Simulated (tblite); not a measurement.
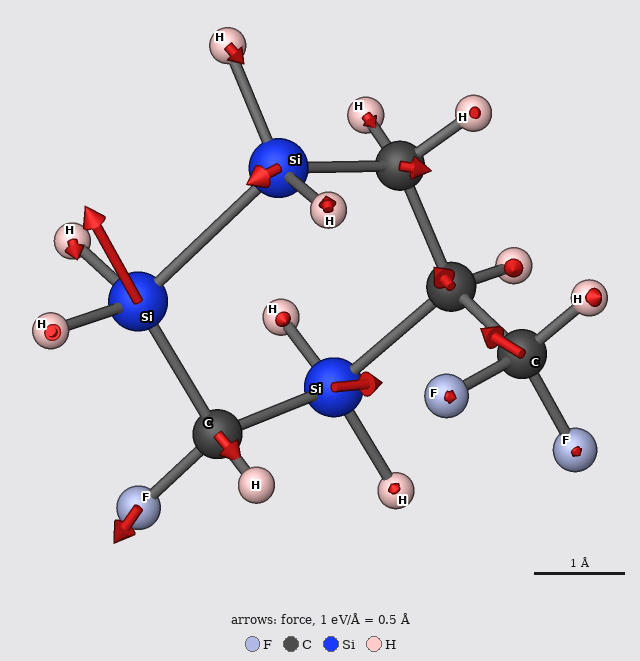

Starting geometry of C₄H₁₁F₃Si₃ with the computed forces as red arrows. A ball-and-stick model, seen at a tilt.

Method: GFN2-xTB geometry optimisation, gas phase (tblite). 

**What follows when this structure is relaxed?**

It isn't relaxed: the largest force vector, on a Si atom, is 2.72 eV/Å. The final displacements have little in common with the starting forces (cosine between the two patterns 0.17). The atom that moves furthest after the best rigid fit is an H atom (0.45 Å). Largest moves by element: H 0.45 Å, F 0.31 Å, Si 0.20 Å, C 0.15 Å. Some distances before and after: C–Si 1.838 → 1.933 Å, C–Si 1.867 → 1.914 Å, C–F 1.371 → 1.402 Å, C–Si 1.888 → 1.920 Å. Bond angles that change, for instance: Si–C–Si 109.0° → 115.9°, Si–Si–H 109.3° → 116.0°, C–Si–H 111.3° → 104.7°. The energy falls by 8.38 kcal/mol in 108 geometry steps.
